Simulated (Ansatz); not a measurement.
**CH₅FS₂Si: shape, modes and thermochemistry**

Aim: relax CH₅FS₂Si from a cheap starting geometry, then compute its harmonic vibrations to see whether it is a minimum and to get the zero-point energy and entropy, and look at its orbitals and charge.

Program: Ansatz 0.2.0, Gaussian basis. Level of theory: RKS PBE0-D4/def2-TZVP. These are calculated values, not measurements.

Levels to be run: relaxation at PBE-D4/def2-SVP; relaxation at PBE0-D4/def2-TZVP; harmonic vibrations at the same level; a single point in def2-TZVPP for the fields.

### Step 1. The starting structure

SMILES `CS[SiH](F)S`, 10 atoms, charge 0, spin multiplicity 1.

Atoms are counted from 1 here; the program's logs count them from 0.

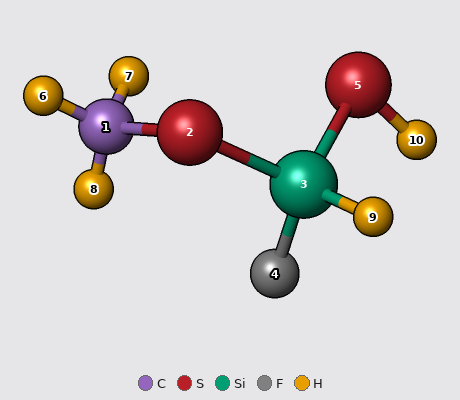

The starting geometry (carbon purple, sulfur red, silicon teal, fluorine grey, hydrogen amber); atoms are numbered from 1 in the order of the file.

Coordinates:

```
C    -1.2642   -0.0776    1.3421
S    -0.0445    1.1993    0.9913
Si    1.1231    0.2639   -0.5220
F     1.5696   -1.2190   -0.0397
S     0.0401    0.1466   -2.3412
H    -1.9759    0.3586    2.1133
H    -1.8882   -0.2267    0.4428
H    -0.8265   -0.9507    1.6723
H     2.4118    1.0388   -0.6927
H     0.9379   -0.5845   -2.9631
```

The start is a force-field geometry with small random shifts, so a cheaper pass at PBE-D4/def2-SVP comes first.

### Step 2. Relaxation at PBE-D4/def2-SVP (cheap first pass)

The input, in.yaml:

```yaml
crystal:
  periodic: [false, false, false]
  atoms:
    - {symbol: C, position_ang: [-1.264200, -0.077600, 1.342100]}
    - {symbol: S, position_ang: [-0.044500, 1.199300, 0.991300]}
    - {symbol: Si, position_ang: [1.123100, 0.263900, -0.522000]}
    - {symbol: F, position_ang: [1.569600, -1.219000, -0.039700]}
    - {symbol: S, position_ang: [0.040100, 0.146600, -2.341200]}
    - {symbol: H, position_ang: [-1.975900, 0.358600, 2.113300]}
    - {symbol: H, position_ang: [-1.888200, -0.226700, 0.442800]}
    - {symbol: H, position_ang: [-0.826500, -0.950700, 1.672300]}
    - {symbol: H, position_ang: [2.411800, 1.038800, -0.692700]}
    - {symbol: H, position_ang: [0.937900, -0.584500, -2.963100]}
basis:
  gaussian: {orbitals: def2-SVP}
hamiltonian: {xc: pbe, dispersion: d4}
relax: {f_tol: 0.03, max_steps: 200}
```

Started as:

```sh
$ ansatz run in.yaml --threads 4 --pin off --events-out ev --progress --plain --max-ram 10444MiB
```

The log of the run (excerpt; [...] marks lines left out):

```text
Functional definition: PBE
  name "PBE"
  cite "Perdew, Burke & Ernzerhof, Phys. Rev. Lett. 77, 3865 (1996) doi:10.1103/PhysRevLett.77.3865"
  parent pbe
[...]
1202 factors; their error is unknown
[...]
mean field -33356.84308312 eV, -1225.8413732242 hartree, gradient 3.9e-5 eV, S^2 0.000000; 0 other end points of the search recorded, 0 dependent functions left out
[...]
reference -33356.84311690 eV, -1225.8413744658 hartree; 33, 33 occupied and 74, 74 virtual orbitals, 1202 factors
relax step   1: F+E_penalty+E_count = -33357.12310301 eV  Δ(F+E_penalty+E_count) = +0.000e0 eV  max|allowed force component| = 2.677e0 eV/Å  Δτ_max = 0.0000 Å  (30 SCF iters, accepted)
[...]
relax step   4: F+E_penalty+E_count = -33357.35341436 eV  Δ(F+E_penalty+E_count) = -5.724e-3 eV  max|allowed force component| = 1.867e-1 eV/Å  Δτ_max = 0.0613 Å  (29 SCF iters, accepted)
[...]
relax step   7: F+E_penalty+E_count = -33357.36265885 eV  Δ(F+E_penalty+E_count) = -9.169e-4 eV  max|allowed force component| = 5.503e-2 eV/Å  Δτ_max = 0.0652 Å  (29 SCF iters, accepted)
[...]
relax step  10: F+E_penalty+E_count = -33357.36482713 eV  Δ(F+E_penalty+E_count) = -5.947e-4 eV  max|allowed force component| = 4.808e-2 eV/Å  Δτ_max = 0.0477 Å  (29 SCF iters, accepted)
[...]
relax step  11: F+E_penalty+E_count = -33357.36519218 eV  Δ(F+E_penalty+E_count) = -3.651e-4 eV  max|allowed force component| = 3.014e-2 eV/Å  Δτ_max = 0.0330 Å  (29 SCF iters, accepted)
[...]
relax step  12: F+E_penalty+E_count = -33357.36537876 eV  Δ(F+E_penalty+E_count) = -1.866e-4 eV  max|allowed force component| = 2.664e-2 eV/Å  Δτ_max = 0.0246 Å  (28 SCF iters, accepted)
1202 factors; their error is unknown
mean field -33357.08275870 eV, -1225.8501811393 hartree, gradient 1.1e-5 eV, S^2 0.000000; 1 other end points of the search recorded, 0 dependent functions left out
[...]
reference -33357.08279245 eV, -1225.8501823798 hartree; 33, 33 occupied and 74, 74 virtual orbitals, 1202 factors
Total energy: -33357.36541251 eV, -1225.8605684755 hartree
Atom 0 at    -1.293722    -0.055509     1.238348 Å, force    -0.016715    -0.007187     0.013383 eV/Å
Atom 1 at     0.142491     1.096034     1.189256 Å, force    -0.001621    -0.012065    -0.008284 eV/Å
Atom 2 at     1.235135     0.330111    -0.466170 Å, force     0.002149    -0.000365     0.005846 eV/Å
Atom 3 at     1.830186    -1.183392    -0.229429 Å, force    -0.003337     0.000499     0.000856 eV/Å
Atom 4 at    -0.075913     0.193382    -2.169080 Å, force     0.005312    -0.015619    -0.011544 eV/Å
Atom 5 at    -2.037447     0.405345     1.916130 Å, force     0.019320    -0.013019    -0.021776 eV/Å
Atom 6 at    -1.736145    -0.178894     0.230819 Å, force     0.011051     0.001154     0.021889 eV/Å
Atom 7 at    -0.989449    -1.040227     1.642148 Å, force    -0.006773     0.026642    -0.011420 eV/Å
Atom 8 at     2.405519     1.244290    -0.643762 Å, force     0.000538     0.004187     0.002811 eV/Å
Atom 9 at     0.602545    -0.862441    -2.705160 Å, force    -0.009924     0.015774     0.008241 eV/Å
Dipole moment:    -0.164506    -0.130545    -0.042743 e Å
```

It took 17 s on 4 threads of Arm Neoverse V2, shared host.

The steps of the relaxation:

```
step  energy from step 1 (eV)  largest force component (eV/Å)
   1                   0.0000                          2.6773
   2                  -0.2003                          0.9367
   3                  -0.2246                          0.1986
   4                  -0.2303                          0.1867
   5                  -0.2339                          0.1137
   6                  -0.2386                          0.0480
   7                  -0.2396                          0.0550
   8                  -0.2403                          0.0572
   9                  -0.2411                          0.0495
  10                  -0.2417                          0.0481
  11                  -0.2421                          0.0301
  12                  -0.2423                          0.0266
```

Close pairs (by a distance rule), those that changed most:

| bond | before (Å) | after (Å) | change (Å) |
| --- | --- | --- | --- |
| C1–H8 | 1.031 | 1.107 | +0.076 |
| S5–H10 | 1.314 | 1.365 | +0.050 |
| C1–S2 | 1.800 | 1.842 | +0.041 |
| Si3–S5 | 2.120 | 2.153 | +0.033 |
| C1–H6 | 1.136 | 1.107 | -0.030 |
| Si3–F4 | 1.622 | 1.643 | +0.021 |
| Si3–H9 | 1.513 | 1.496 | -0.018 |
| C1–H7 | 1.105 | 1.107 | +0.003 |

### Step 3. Optimising with PBE0-D4/def2-TZVP

The input, in.yaml:

```yaml
crystal:
  periodic: [false, false, false]
  atoms:
    - {symbol: C, position_ang: [-1.293722, -0.055509, 1.238348]}
    - {symbol: S, position_ang: [0.142491, 1.096034, 1.189256]}
    - {symbol: Si, position_ang: [1.235135, 0.330111, -0.466170]}
    - {symbol: F, position_ang: [1.830186, -1.183392, -0.229429]}
    - {symbol: S, position_ang: [-0.075913, 0.193382, -2.169080]}
    - {symbol: H, position_ang: [-2.037447, 0.405345, 1.916130]}
    - {symbol: H, position_ang: [-1.736145, -0.178894, 0.230819]}
    - {symbol: H, position_ang: [-0.989449, -1.040227, 1.642148]}
    - {symbol: H, position_ang: [2.405519, 1.244290, -0.643762]}
    - {symbol: H, position_ang: [0.602545, -0.862441, -2.705160]}
basis:
  gaussian: {orbitals: def2-TZVP}
hamiltonian: {xc: pbe0, dispersion: d4}
relax: {f_tol: 0.005, max_steps: 150}
```

Same command.

The log of the run (excerpt; [...] marks lines left out):

```text
Functional definition: PBE0
  name "PBE0"
  cite "Adamo & Barone, J. Chem. Phys. 110, 6158 (1999) doi:10.1063/1.478522"
  cite "Perdew, Burke & Ernzerhof, Phys. Rev. Lett. 77, 3865 (1996) doi:10.1103/PhysRevLett.77.3865"
  parent pbe
[...]
1366 factors; their error is unknown
[...]
mean field -33375.04215478 eV, -1226.5101767722 hartree, gradient 2.6e-5 eV, S^2 0.000000; 0 other end points of the search recorded, 0 dependent functions left out
[...]
reference -33375.04218493 eV, -1226.5101778802 hartree; 33, 33 occupied and 170, 170 virtual orbitals, 1366 factors
relax step   1: F+E_penalty+E_count = -33375.28361845 eV  Δ(F+E_penalty+E_count) = +0.000e0 eV  max|allowed force component| = 1.211e0 eV/Å  Δτ_max = 0.0000 Å  (28 SCF iters, accepted)
[...]
Atom 0 at    -1.286961    -0.048124     1.245614 Å, force     0.001072     0.000047    -0.000679 eV/Å
Atom 1 at     0.096725     1.126704     1.122541 Å, force    -0.001406     0.001006     0.002562 eV/Å
Atom 2 at     1.196328     0.300737    -0.464701 Å, force    -0.002965    -0.001132     0.001191 eV/Å
Atom 3 at     1.746096    -1.167567    -0.148398 Å, force     0.001009     0.000176    -0.001173 eV/Å
Atom 4 at    -0.059898     0.137915    -2.170943 Å, force     0.001843    -0.000768    -0.000445 eV/Å
Atom 5 at    -1.970766     0.364139     1.986355 Å, force     0.000751    -0.000125    -0.000687 eV/Å
Atom 6 at    -1.803426    -0.145442     0.292412 Å, force     0.000448     0.000272     0.000843 eV/Å
Atom 7 at    -0.934977    -1.021309     1.583056 Å, force    -0.000312     0.000828    -0.000453 eV/Å
Atom 8 at     2.371934     1.171370    -0.668340 Å, force    -0.000001    -0.000234    -0.000371 eV/Å
Atom 9 at     0.728143    -0.769723    -2.774496 Å, force    -0.000438    -0.000070    -0.000789 eV/Å
Dipole moment:    -0.175566    -0.114568    -0.017946 e Å
```

Run time: 59 s. Hardware: 4 threads of Arm Neoverse V2, shared host; peak memory 0.61 GiB.

Relaxation path:

```csv
step,energy from step 1 (eV),largest force component (eV/Å)
1,0.0000,1.2109
2,-0.0603,0.7258
3,-0.0747,0.0827
4,-0.0757,0.0764
5,-0.0763,0.0494
6,-0.0766,0.0474
7,-0.0767,0.0165
8,-0.0768,0.0074
9,-0.0769,0.0148
10,-0.0769,0.0111
11,-0.0769,0.0077
12,-0.0770,0.0049
13,-0.0770,0.0072
14,-0.0770,0.0030
```

The force was under the threshold of 0.005 eV/Å already at step 12, but the program went on to step 14.

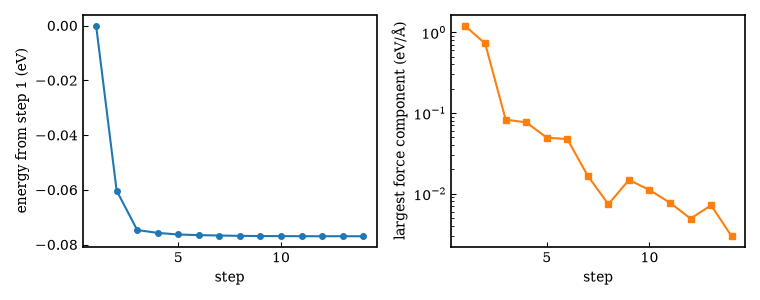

Energy and force, step by step.

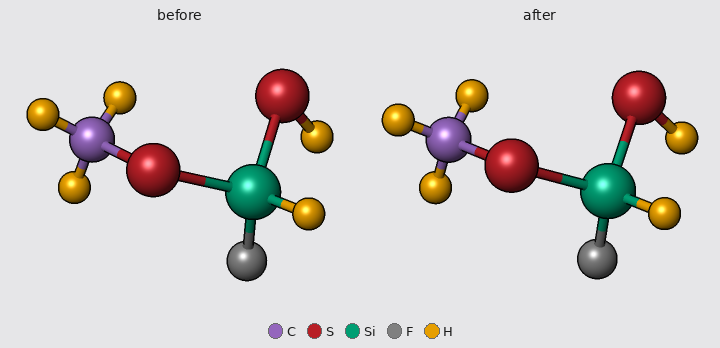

Before and after, at one scale.

Close pairs (by a distance rule), those that changed most:

```csv
bond,before (Å),after (Å),change (Å)
Si3–F4,1.643,1.599,-0.044
Si3–S5,2.153,2.125,-0.028
S2–Si3,2.126,2.100,-0.026
C1–S2,1.842,1.819,-0.022
S5–H10,1.365,1.345,-0.020
C1–H7,1.107,1.088,-0.019
Si3–H9,1.496,1.477,-0.019
C1–H8,1.107,1.089,-0.018
```

Mulliken charges at the end point, from the run's report:

```
atom  value (e)
  C1      -0.35
  S2      -0.19
 Si3       0.52
  F4      -0.30
  S5      -0.31
  H6       0.15
  H7       0.16
  H8       0.16
  H9      -0.02
 H10       0.18
```

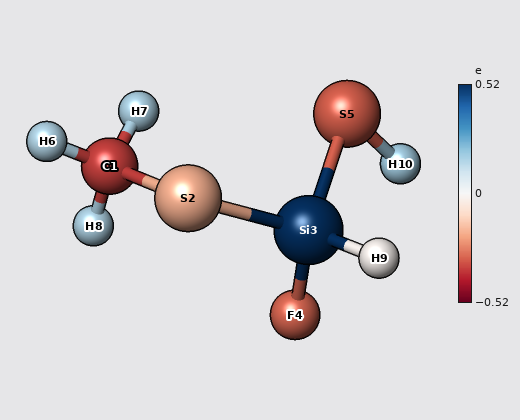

Mulliken charges at the end point, from the run's report, as colours on the atoms.

### Step 4. Vibrations by finite differences

The input, in.yaml:

```yaml
crystal:
  periodic: [false, false, false]
  atoms:
    - {symbol: C, position_ang: [-1.286961, -0.048124, 1.245614]}
    - {symbol: S, position_ang: [0.096725, 1.126704, 1.122541]}
    - {symbol: Si, position_ang: [1.196328, 0.300737, -0.464701]}
    - {symbol: F, position_ang: [1.746096, -1.167567, -0.148398]}
    - {symbol: S, position_ang: [-0.059898, 0.137915, -2.170943]}
    - {symbol: H, position_ang: [-1.970766, 0.364139, 1.986355]}
    - {symbol: H, position_ang: [-1.803426, -0.145442, 0.292412]}
    - {symbol: H, position_ang: [-0.934977, -1.021309, 1.583056]}
    - {symbol: H, position_ang: [2.371934, 1.171370, -0.668340]}
    - {symbol: H, position_ang: [0.728143, -0.769723, -2.774496]}
basis:
  gaussian: {orbitals: def2-TZVP}
hamiltonian: {xc: pbe0, dispersion: d4}
phonons: {temperatures: {t_min: 298.15, t_max: 900, t_step: 200}}
```

Launched as before.

The log of the run (excerpt; [...] marks lines left out):

```text
Functional definition: PBE0
  name "PBE0"
  cite "Adamo & Barone, J. Chem. Phys. 110, 6158 (1999) doi:10.1063/1.478522"
  cite "Perdew, Burke & Ernzerhof, Phys. Rev. Lett. 77, 3865 (1996) doi:10.1103/PhysRevLett.77.3865"
  parent pbe
[...]
1366 factors; their error is unknown
[...]
mean field -33375.11731151 eV, -1226.5129387310 hartree, gradient 2.1e-5 eV, S^2 0.000000; 0 other end points of the search recorded, 0 dependent functions left out
[...]
reference -33375.11734160 eV, -1226.5129398368 hartree; 33, 33 occupied and 170, 170 virtual orbitals, 1366 factors
[...]
1366 factors; their error is unknown
mean field -33375.11715790 eV, -1226.5129330860 hartree, gradient 2.7e-6 eV, S^2 0.000000; 0 other end points of the search recorded, 0 dependent functions left out
[...]
reference -33375.11718799 eV, -1226.5129341918 hartree; 33, 33 occupied and 170, 170 virtual orbitals, 1366 factors
[...]
Atom 2 at     1.196328     0.300737    -0.464701 Å, force    -0.003046    -0.001074     0.001164 eV/Å
Atom 3 at     1.746096    -1.167567    -0.148398 Å, force     0.001009     0.000148    -0.001120 eV/Å
Atom 4 at    -0.059898     0.137915    -2.170943 Å, force     0.001859    -0.000745    -0.000424 eV/Å
Atom 5 at    -1.970766     0.364139     1.986355 Å, force     0.000748    -0.000117    -0.000684 eV/Å
Atom 6 at    -1.803426    -0.145442     0.292412 Å, force     0.000414     0.000257     0.000860 eV/Å
Atom 7 at    -0.934977    -1.021309     1.583056 Å, force    -0.000314     0.000817    -0.000432 eV/Å
Atom 8 at     2.371934     1.171370    -0.668340 Å, force     0.000003    -0.000236    -0.000378 eV/Å
Atom 9 at     0.728143    -0.769723    -2.774496 Å, force    -0.000427    -0.000077    -0.000803 eV/Å
Dipole moment:    -0.175566    -0.114568    -0.017945 e Å
Vibrations: 61.53 69.38 132.03 158.53 197.54 249.28 331.39 484.63 565.49 708.96 722.48 789.40 818.39 893.86 975.91 991.01 1350.40 1465.40 1475.68 2267.89 2702.07 3075.39 3171.59 3174.41 cm⁻¹, zero-point energy 1.663411 eV
```

Wall time 2.7 min (4 threads of Arm Neoverse V2, shared host); peak memory 0.61 GiB.

Motions are named by where the mode's potential energy lies. The modes, unscaled (a negative number is an imaginary wavenumber):

```csv
mode,cm⁻¹,motion
1,62,torsion
2,69,torsion
3,132,bend
4,159,torsion with bend
5,198,torsion with bend
6,249,bend with torsion
7,331,bend with torsion
8,485,Si–S stretch
9,565,Si–S stretch
10,709,bend
11,722,C–S stretch
12,789,bend
13,818,bend with torsion
14,894,Si–F stretch
15,976,bend
16,991,bend
17,1350,bend
18,1465,bend
19,1476,bend
20,2268,Si–H stretch
21,2702,S–H stretch
22,3075,C–H stretch
23,3172,C–H stretch
24,3174,C–H stretch
```

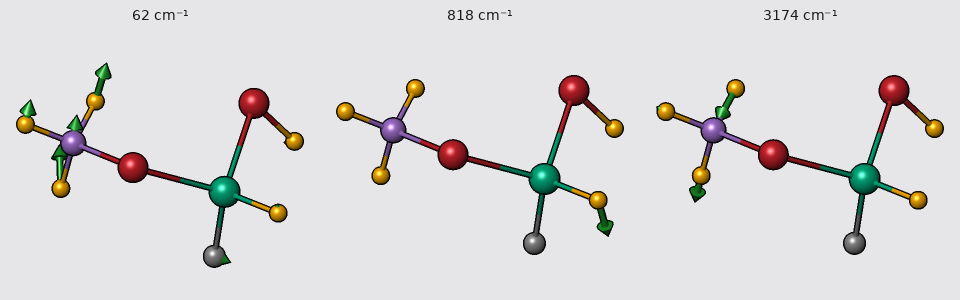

Displacements of 3 modes, as arrows.

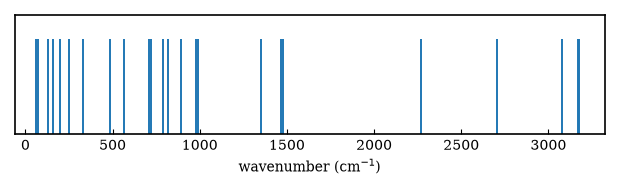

The harmonic wavenumbers as sticks (no intensities were computed).

Ideal gas, rigid rotor and harmonic oscillator at 298.15 K and 1 bar, with symmetry number 1:

| term | value |
| --- | --- |
| zero-point energy | 160.5 kJ/mol |
| H(298) − E | 184.3 kJ/mol |
| entropy, translation | 169.4 J/(mol K) |
| entropy, rotation | 117.6 J/(mol K) |
| entropy, vibration | 91.2 J/(mol K) |
| entropy, total | 378.2 J/(mol K) |

### Step 5. Fields at the relaxed geometry

Changes to in.yaml since step 4:

```diff
@@ -14,4 +14,4 @@
 basis:
-  gaussian: {orbitals: def2-TZVP}
+  gaussian: {orbitals: def2-TZVPP}
 hamiltonian: {xc: pbe0, dispersion: d4}
-phonons: {temperatures: {t_min: 298.15, t_max: 900, t_step: 200}}
+output: {orbitals: {seedname: orbitals}}
```

Same command.

The log of the run:

```text
Functional definition: PBE0
  name "PBE0"
  cite "Adamo & Barone, J. Chem. Phys. 110, 6158 (1999) doi:10.1063/1.478522"
  cite "Perdew, Burke & Ernzerhof, Phys. Rev. Lett. 77, 3865 (1996) doi:10.1103/PhysRevLett.77.3865"
  parent pbe
  parameter a = 0.25
  parameter kappa = 0.804
  parameter beta = 0.06672455060314922
  exchange = (1 - a)*pbe_x(kappa = kappa, mu = beta*pi^2/3) + a*exact_x
  correlation = pbe_c(beta = beta)
1552 factors; their error is unknown
mean field evaluation 1: about -33370.3299 eV, gradient 5.0e1 eV
mean field evaluation 2: about -33366.8357 eV, gradient 6.6e1 eV
mean field evaluation 4: about -33375.1231 eV, gradient 2.5e0 eV
mean field evaluation 8: about -33375.1317 eV, gradient 4.4e-2 eV
mean field evaluation 16: about -33375.1716 eV, gradient 4.0e-5 eV
mean field -33375.17164977 eV, -1226.5149356253 hartree, gradient 4.0e-5 eV, S^2 0.000000; 0 other end points of the search recorded, 0 dependent functions left out
reference -33375.17168006 eV, -1226.5149367382 hartree; 33, 33 occupied and 225, 225 virtual orbitals, 1552 factors
Total energy: -33375.41495625 eV, -1226.5238769735 hartree
```

It took 4.1 s on 4 threads of Arm Neoverse V2, shared host; peak memory 0.77 GiB.

The fields below are evaluated on a grid from the run's orbitals.

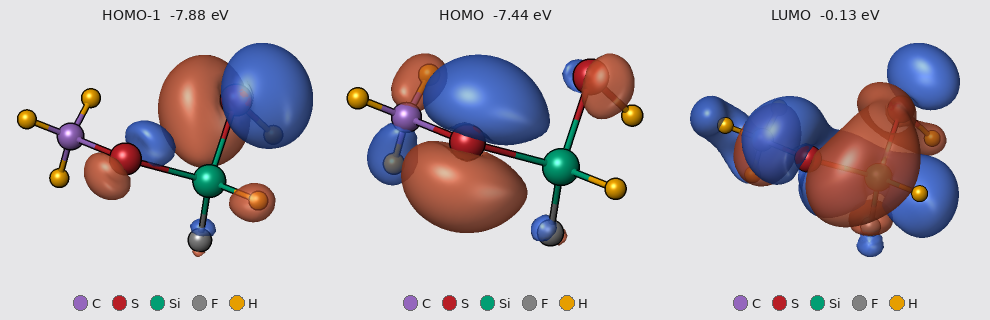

PBE0-D4/def2-TZVPP orbitals near the gap, drawn at the value that encloses 70 % of each; the two colours are the two signs.

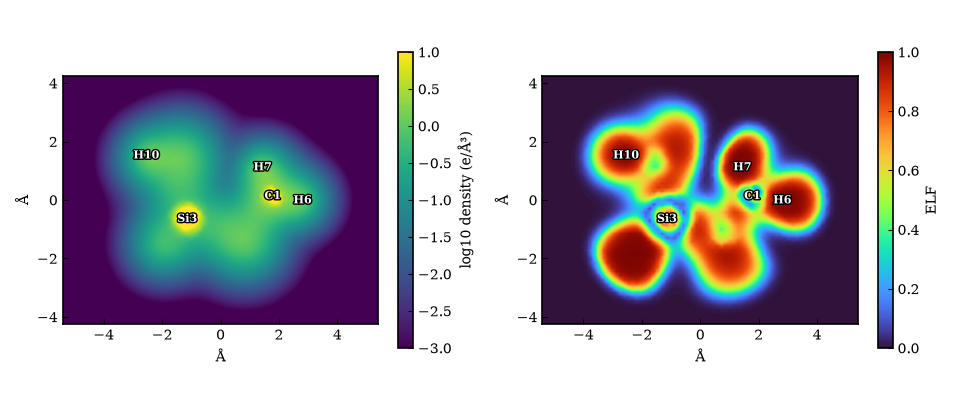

Density (left) and ELF (right) in a plane through or near 5 of the atoms.

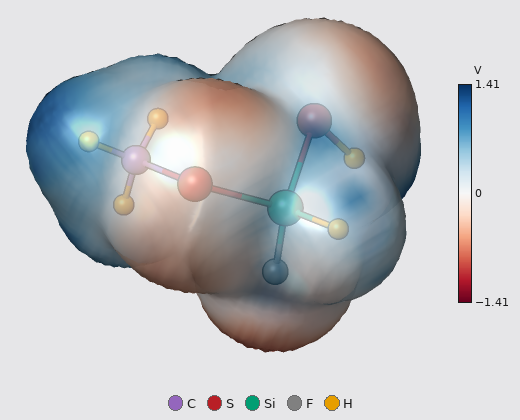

Electrostatic potential on the surface of density 0.002 e/bohr³; red is low, blue high. It runs, from the 1st to the 99th percentile, from -0.78 V near F4 to 1.41 V near H10.

### Step 6. What came out

| quantity | value |
| --- | --- |
| point group | C1 |
| steps | 12 + 14 |
| shift from the start (rms) | 0.189 Å |
| total energy | -33375.3606 eV |
| dispersion term | -243 meV |
| dipole moment | 1.01 D |
| lowest, highest wavenumber | 62, 3174 cm⁻¹ |
| zero-point energy | 160.5 kJ/mol |
| entropy at 298.15 K | 378.2 J/(mol K) |
| HOMO, LUMO | -7.44, -0.13 eV |

The relaxed geometry lies 0.19 Å (rms) from the start; the bond that changed most is C1–H8, from 1.031 to 1.089 Å. All wavenumbers are real, so the end point is a minimum. The stiffest mode, 3174 cm⁻¹, is a C–H stretch, and 5 modes under 200 cm⁻¹ make the vibrational entropy uncertain. Harmonic hybrid wavenumbers usually lie a few per cent above measured fundamentals. The largest Mulliken charge, +0.52 e, sits on Si3. The HOMO lies mostly on S2 73 %; S5 7 % and the LUMO on S2 24 %; Si3 18 %.
